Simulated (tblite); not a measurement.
# Geometry relaxation of C5H11GaO

The run: geometry relaxation of C5H11GaO, SMILES C=[C]([GaH2])OCCC. Method and program: GFN2-xTB geometry optimisation, gas phase (tblite 0.8.0).

It belongs to a series of runs on one base structure; here: H on C replaced by C2H5.

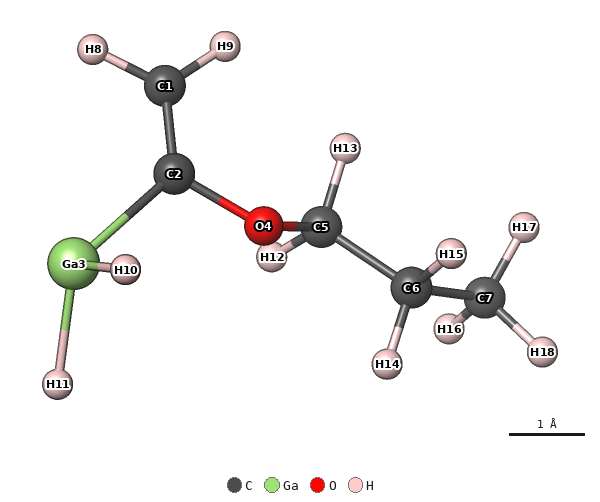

*The input geometry (ball-and-stick view, seen at a tilt; atoms are numbered from 1 in the order of the input). Sticks mark near contacts.*

**Input file**
```
{"job": {"kind": "relax", "xc": "GFN2-xTB", "basis": "xTB"}, "charge": 0, "multiplicity": 1}
C     -1.870200     0.862400    -1.740900
C     -1.885700     0.303900    -0.552900
Ga    -3.362700    -0.677000     0.472700
O     -0.773500     0.279500     0.284400
C      0.480500    -0.015800    -0.300700
C      1.469800     0.022800     0.812800
C      2.894000    -0.251200     0.408900
H     -2.781200     0.849700    -2.331000
H     -1.007300     1.351600    -2.166800
H     -3.488600     0.296500     1.774700
H     -3.163400    -2.167000     1.202900
H      0.349800    -0.988800    -0.799600
H      0.736100     0.792600    -1.046600
H      1.163700    -0.725900     1.595700
H      1.437300     1.027800     1.293900
H      2.994900    -1.230100    -0.116000
H      3.320800     0.579500    -0.169400
H      3.477000    -0.304300     1.366300
```

The first line tells a small driver script what to run in tblite; the rest is the geometry in Å.

Run on 1 CPU thread, shared host.

Command:
```bash
OMP_NUM_THREADS=1 python <driver script> task.json out
```

**The program's output**
```
step      E/eV     max force
  0    -584.49239    1.792
  1    -584.66338    1.630
  2    -584.77893    1.385
  3    -584.92197    0.984
  4    -585.06851    0.800
  5    -585.15678    0.684
  6    -585.22220    0.543
  7    -585.26591    0.529
  8    -585.29430    0.358
  9    -585.31081    0.252
 10    -585.32360    0.315
 11    -585.33800    0.358
 12    -585.35495    0.345
 13    -585.37400    0.310
 14    -585.39501    0.407
 15    -585.41593    0.437
 16    -585.43269    0.285
 17    -585.44408    0.210
 18    -585.45234    0.192
 19    -585.45959    0.263
 20    -585.46670    0.268
 21    -585.47314    0.178
 22    -585.47830    0.163
 23    -585.48242    0.144
 24    -585.48590    0.139
 25    -585.48904    0.149
 26    -585.49210    0.122
 27    -585.49521    0.142
 28    -585.49807    0.149
 29    -585.50027    0.109
 30    -585.50180    0.086
 31    -585.50307    0.085
 32    -585.50458    0.096
 33    -585.50658    0.117
 34    -585.50904    0.151
 35    -585.51171    0.147
 36    -585.51421    0.108
 37    -585.51636    0.117
 38    -585.51837    0.117
 39    -585.52062    0.160
 40    -585.52316    0.158
 41    -585.52559    0.125
 42    -585.52759    0.141
 43    -585.52940    0.122
 44    -585.53137    0.122
 45    -585.53368    0.113
 46    -585.53572    0.095
 47    -585.53711    0.080
 48    -585.53816    0.093
 49    -585.53950    0.128
 50    -585.54118    0.138
 51    -585.54288    0.108
 52    -585.54426    0.077
 53    -585.54540    0.093
 54    -585.54662    0.113
 55    -585.54791    0.105
 56    -585.54895    0.074
 57    -585.54965    0.062
 58    -585.55024    0.066
 59    -585.55081    0.069
 60    -585.55132    0.057
 61    -585.55178    0.036
 62    -585.55217    0.044
 63    -585.55271    0.056
 64    -585.55343    0.080
 65    -585.55436    0.099
 66    -585.55561    0.097
 67    -585.55733    0.106
 68    -585.55940    0.114
 69    -585.56144    0.094
 70    -585.56304    0.085
 71    -585.56422    0.078
 72    -585.56530    0.081
 73    -585.56631    0.066
 74    -585.56704    0.066
 75    -585.56732    0.067
 76    -585.56761    0.043
 77    -585.56778    0.037
 78    -585.56806    0.028
 79    -585.56821    0.029
 80    -585.56843    0.030
 81    -585.56869    0.033
 82    -585.56891    0.033
 83    -585.56922    0.042
 84    -585.56954    0.037
 85    -585.56982    0.036
 86    -585.57007    0.040
 87    -585.57033    0.040
 88    -585.57063    0.049
 89    -585.57097    0.048
 90    -585.57136    0.044
 91    -585.57177    0.049
 92    -585.57214    0.037
 93    -585.57237    0.049
 94    -585.57256    0.036
 95    -585.57270    0.027
 96    -585.57288    0.024
 97    -585.57297    0.019
 98    -585.57306    0.021
 99    -585.57311    0.020
100    -585.57317    0.021
101    -585.57322    0.020
102    -585.57327    0.017
103    -585.57332    0.019
104    -585.57339    0.024
105    -585.57348    0.027
106    -585.57358    0.024
107    -585.57366    0.019
108    -585.57372    0.018
109    -585.57378    0.019
110    -585.57386    0.021
111    -585.57395    0.021
112    -585.57405    0.023
113    -585.57418    0.033
114    -585.57436    0.035
115    -585.57455    0.026
116    -585.57472    0.020
117    -585.57482    0.016
118    -585.57488    0.017
119    -585.57492    0.014
120    -585.57496    0.013
121    -585.57500    0.013
122    -585.57503    0.010
123    -585.57506    0.011
124    -585.57509    0.011
125    -585.57512    0.009
```

**Trajectory as extended XYZ (Å, eV, eV/Å), 6 of the 126 frames kept, from step=0 to step=125**
```
18
Properties=species:S:1:pos:R:3:forces:R:3 step=0 energy=-584.49239
C    -1.8702    0.8624   -1.7409   -0.3440   0.2370  -1.0000
C    -1.8857    0.3039   -0.5529    0.4170  -0.4490   0.3290
Ga   -3.3627   -0.6770    0.4727    1.2400   0.2820   1.2630
O    -0.7735    0.2795    0.2844   -1.3200  -0.2350   0.3030
C     0.4805   -0.0158   -0.3007   -0.6020   0.8730  -1.0040
C     1.4698    0.0228    0.8128    0.0800  -0.1900   1.5500
C     2.8940   -0.2512    0.4089    1.0650  -0.4690   0.6390
H    -2.7812    0.8497   -2.3310    0.2080   0.0520  -0.0340
H    -1.0073    1.3516   -2.1668   -0.0440   0.0970  -0.0810
H    -3.4886    0.2965    1.7747   -0.4970  -0.0510  -0.0530
H    -3.1634   -2.1670    1.2029   -0.1940   0.1930  -0.5850
H     0.3498   -0.9888   -0.7996    0.5620   0.0960  -0.0530
H     0.7361    0.7926   -1.0466   -0.0920  -0.7650   0.3540
H     1.1637   -0.7259    1.5957    0.1440   0.6160  -0.6310
H     1.4373    1.0278    1.2939   -0.1770  -0.6040  -0.2770
H     2.9949   -1.2301   -0.1160   -0.0060   0.9000   0.2750
H     3.3208    0.5795   -0.1694   -0.1980  -0.5000  -0.0610
H     3.4770   -0.3043    1.3663   -0.2420  -0.0850  -0.9340
18
Properties=species:S:1:pos:R:3:forces:R:3 step=25 energy=-585.48904
C    -1.8574    0.8350   -1.8755    0.0110   0.0200  -0.0390
C    -1.9698    0.2686   -0.6866   -0.0020   0.0650   0.0030
Ga   -2.9547   -0.4825    0.8424   -0.0450  -0.0400   0.1360
O    -0.9075   -0.1284    0.1647   -0.0020   0.0110  -0.0170
C     0.4424   -0.0254   -0.2789    0.0730   0.0220   0.0510
C     1.3992    0.0065    0.9103    0.0580  -0.0200   0.0470
C     2.8324   -0.2463    0.4420   -0.0420   0.0100   0.0070
H    -2.7610    1.1037   -2.3956    0.0200  -0.0010  -0.0540
H    -0.9295    1.0701   -2.3768    0.0150  -0.0180  -0.0060
H    -3.5839    0.3538    2.0093    0.0500   0.0360  -0.0120
H    -2.9467   -2.0292    0.9926    0.0120  -0.0720   0.0300
H     0.6725   -0.8971   -0.9051   -0.0420   0.0600  -0.0740
H     0.5619    0.8929   -0.8630    0.0040  -0.0360  -0.0350
H     1.0966   -0.7516    1.6359   -0.0070  -0.1070  -0.0720
H     1.3247    0.9727    1.4141    0.0280   0.0130  -0.0410
H     2.8932   -1.1962   -0.0891    0.0000   0.0570   0.0540
H     3.1557    0.5435   -0.2356   -0.0180  -0.0440   0.0520
H     3.5231   -0.2837    1.2832   -0.1120   0.0470  -0.0310
18
Properties=species:S:1:pos:R:3:forces:R:3 step=50 energy=-585.54118
C    -1.8670    0.7913   -1.9488   -0.0300  -0.0270  -0.0040
C    -2.0126    0.2665   -0.7425   -0.0180   0.0230  -0.0230
Ga   -2.8374   -0.4460    0.9186    0.0470  -0.0030  -0.0770
O    -0.9308   -0.0860    0.1143   -0.0310   0.0040  -0.0310
C     0.4130    0.0381   -0.3305    0.0570   0.0350   0.0250
C     1.3219   -0.1087    0.8826    0.0730  -0.0080   0.0510
C     2.7911   -0.2312    0.4947    0.0090  -0.0180  -0.0040
H    -2.7461    1.0264   -2.5274    0.0530   0.0070   0.0300
H    -0.9145    1.0117   -2.4185   -0.1160  -0.0600   0.0460
H    -3.2281    0.4732    2.1165    0.0130   0.0440  -0.0100
H    -2.8319   -1.9890    1.1269   -0.0260  -0.0140  -0.0060
H     0.6178   -0.7392   -1.0770    0.0220  -0.0180   0.0120
H     0.5561    1.0214   -0.7927    0.0140   0.0190   0.0160
H     1.0079   -0.9935    1.4430    0.0010  -0.0050  -0.0080
H     1.1764    0.7606    1.5281   -0.0040  -0.0070   0.0090
H     2.9799   -1.1846    0.0043   -0.0160   0.0590  -0.0210
H     3.0757    0.5709   -0.1854    0.0010  -0.0340   0.0660
H     3.4198   -0.1758    1.3822   -0.0470   0.0030  -0.0720
18
Properties=species:S:1:pos:R:3:forces:R:3 step=75 energy=-585.56732
C    -1.8959    0.6681   -2.0046    0.0080   0.0120  -0.0020
C    -2.0239    0.2249   -0.7656    0.0390   0.0120  -0.0160
Ga   -2.8106   -0.3969    0.9397   -0.0180   0.0250   0.0260
O    -0.9286   -0.0763    0.0999   -0.0110   0.0010  -0.0110
C     0.4191    0.1103   -0.3184    0.0040   0.0100   0.0080
C     1.3179   -0.1611    0.8831    0.0060  -0.0030   0.0070
C     2.7953   -0.1974    0.5141    0.0300   0.0010  -0.0310
H    -2.7810    0.8786   -2.5816    0.0220  -0.0180   0.0090
H    -0.9509    0.8467   -2.5005   -0.0150  -0.0170   0.0270
H    -2.9406    0.6098    2.1225   -0.0050  -0.0150  -0.0080
H    -3.0624   -1.9154    1.1856    0.0100  -0.0010  -0.0060
H     0.6478   -0.5860   -1.1358   -0.0130   0.0100   0.0060
H     0.5443    1.1404   -0.6741    0.0320  -0.0200  -0.0070
H     1.0225   -1.1224    1.3138   -0.0030   0.0140   0.0010
H     1.1389    0.6111    1.6354   -0.0150  -0.0220  -0.0060
H     2.9933   -0.9976   -0.1970   -0.0090   0.0250   0.0260
H     3.1123    0.7432    0.0658   -0.0480  -0.0260   0.0380
H     3.3936   -0.3735    1.4060   -0.0150   0.0120  -0.0610
18
Properties=species:S:1:pos:R:3:forces:R:3 step=100 energy=-585.57317
C    -1.8681    0.6306   -2.0123    0.0010  -0.0010  -0.0060
C    -2.0202    0.2552   -0.7539    0.0080   0.0000  -0.0030
Ga   -2.8278   -0.3493    0.9487   -0.0060  -0.0090   0.0000
O    -0.9380   -0.0120    0.1367   -0.0040  -0.0050   0.0010
C     0.4107    0.1125   -0.2948    0.0060   0.0030   0.0030
C     1.3162   -0.2025    0.8889    0.0060  -0.0020  -0.0020
C     2.7865   -0.1685    0.4953    0.0000   0.0000  -0.0040
H    -2.7383    0.8117   -2.6197   -0.0040   0.0010   0.0120
H    -0.9122    0.7770   -2.4961   -0.0020  -0.0010   0.0090
H    -2.9450    0.6330    2.1483   -0.0100   0.0180  -0.0010
H    -3.0864   -1.8716    1.1723   -0.0010   0.0000  -0.0020
H     0.5957   -0.5909   -1.1161    0.0020  -0.0050  -0.0110
H     0.5855    1.1348   -0.6520   -0.0030   0.0050   0.0050
H     1.0523   -1.1929    1.2685   -0.0040  -0.0020   0.0050
H     1.1197    0.5230    1.6821   -0.0010  -0.0120  -0.0050
H     2.9867   -0.8941   -0.2895    0.0100  -0.0020  -0.0030
H     3.0627    0.8181    0.1305    0.0040   0.0010   0.0040
H     3.4112   -0.4078    1.3515   -0.0010   0.0100   0.0000
18
Properties=species:S:1:pos:R:3:forces:R:3 step=125 energy=-585.57512
C    -1.8624    0.6193   -2.0083    0.0000  -0.0050  -0.0030
C    -2.0141    0.2417   -0.7504    0.0040  -0.0060  -0.0060
Ga   -2.8489   -0.3223    0.9521    0.0030   0.0040   0.0070
O    -0.9349   -0.0314    0.1408   -0.0020  -0.0030  -0.0040
C     0.4138    0.1039   -0.2912    0.0010   0.0000   0.0030
C     1.3261   -0.2466    0.8772    0.0000   0.0000   0.0030
C     2.7961   -0.1492    0.4910   -0.0010   0.0000  -0.0060
H    -2.7350    0.8017   -2.6120    0.0030   0.0050   0.0020
H    -0.9075    0.7626   -2.4944   -0.0010   0.0050   0.0050
H    -3.0141    0.7035    2.1127    0.0030   0.0020  -0.0060
H    -3.1001   -1.8373    1.2234    0.0060  -0.0010   0.0000
H     0.5956   -0.5729   -1.1355   -0.0070  -0.0040   0.0010
H     0.5869    1.1375   -0.6167    0.0000  -0.0020   0.0010
H     1.0904   -1.2613    1.2082    0.0000   0.0070   0.0000
H     1.1071    0.4331    1.7044    0.0020  -0.0050  -0.0060
H     3.0288   -0.8477   -0.3096   -0.0040   0.0080  -0.0010
H     3.0375    0.8558    0.1523   -0.0030  -0.0020   0.0020
H     3.4260   -0.3840    1.3445   -0.0040  -0.0030   0.0050
```

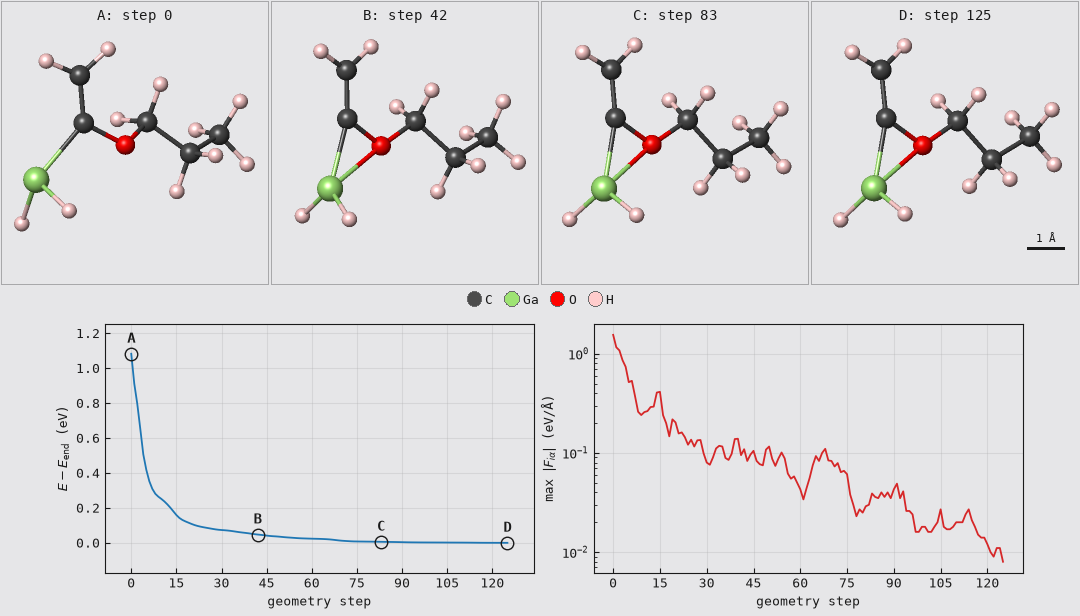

*Frames of the relaxation (ball-and-stick view, seen at a tilt) above the curves, on which the letters mark them (steps are counted from 0).*

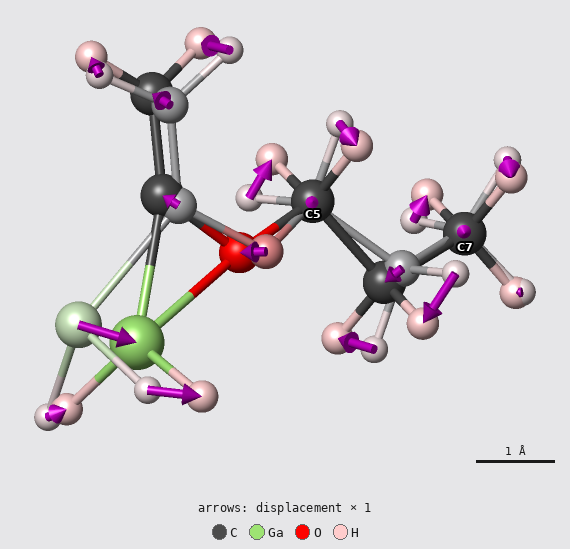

*Start (faint) and end (solid) with the displacements as pink arrows, at true length (ball-and-stick view, seen at a tilt). The two geometries are laid on each other by the best rigid fit.*

The largest move after the best rigid fit is that of Ga3, 0.79 Å. Largest moves by element: Ga 0.79 Å, H 0.78 Å, O 0.38 Å, C 0.37 Å. Among the contacts that change: Ga3–O4 2.767 → 2.099 Å, Ga3–H11 1.671 → 1.559 Å, Ga3–H10 1.631 → 1.558 Å, C2–Ga3 2.048 → 1.978 Å. New bonds form: Ga3–O4 (2.77 → 2.10 Å). Among the angles that change: Ga3–C2–O4 105.5° → 74.2°, C1–C2–Ga3 131.7° → 161.6°, C2–Ga3–H10 99.8° → 119.9°. Over 125 geometry steps the energy falls by 1.083 eV. The largest force component goes from 1.6 to 0.008 eV/Å. (Atoms are counted from 1 in the order of the input.)

**Summary**

```tsv
quantity	value
outcome	converged
total energy	−585.5751 eV
wall time	1.4 s
peak memory	0.18 GiB
```
